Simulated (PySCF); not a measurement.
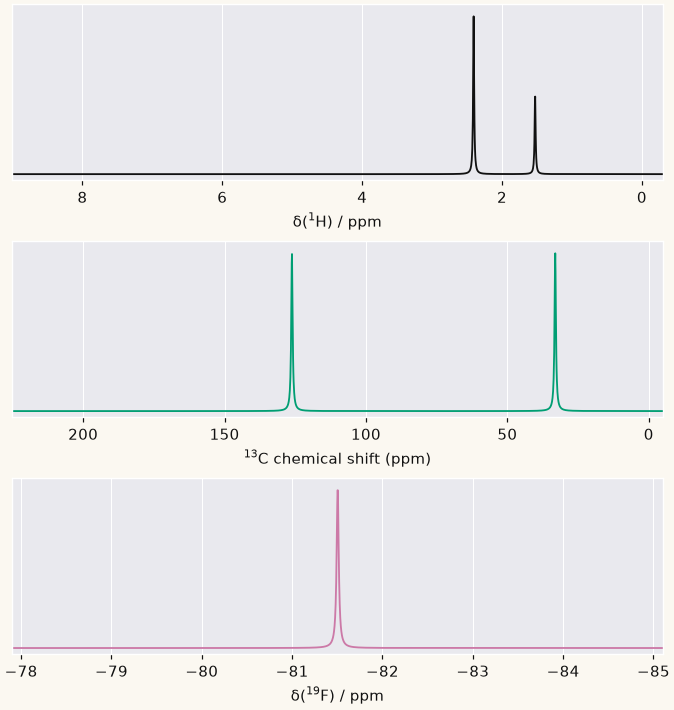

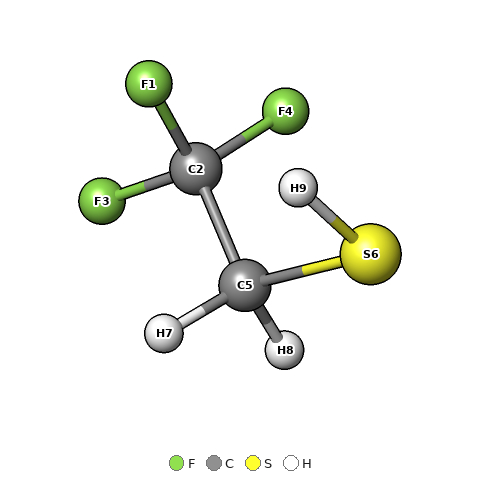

Spectrum and numbered structure of C₂H₃F₃S (2,2,2-trifluoroethanethiol), SMILES FC(F)(F)CS. GIAO shifts, PBE0/cc-pVDZ in PySCF, at a PBE0-D3(BJ)/def2-SVP geometry (no frequency check), against TMS for ¹H, TMS for ¹³C and CFCl₃ for ¹⁹F computed at the same level (¹⁹F: this reference is a hard case for the method, so all values can be off together by tens of ppm, and differences between signals are safer). Gas phase, fully decoupled, line heights follow the number of nuclei, widths are arbitrary (no quadrupolar broadening); values of one conformer, averaged over nuclei that symmetry or rotation about single bonds exchange, these motions taken as fast. Protons on N, O or S are those of the isolated molecule, without hydrogen bonds to neighbours or exchange.

Question: Assign the ¹H signals to the numbered atoms.

Answer:
```tsv
δ (ppm)	nuclei	atoms
2.41	2	H7, H8
1.53	1	H9
```

Question: Assign the ¹³C signals to the numbered atoms.

Answer:
```
δ (ppm)  nuclei  atoms
  126.2       1     C2
   33.1       1     C5
```

Question: Where does the ¹⁹F line lie?

Answer: At −81.5 ppm (F1, F3 and F4).
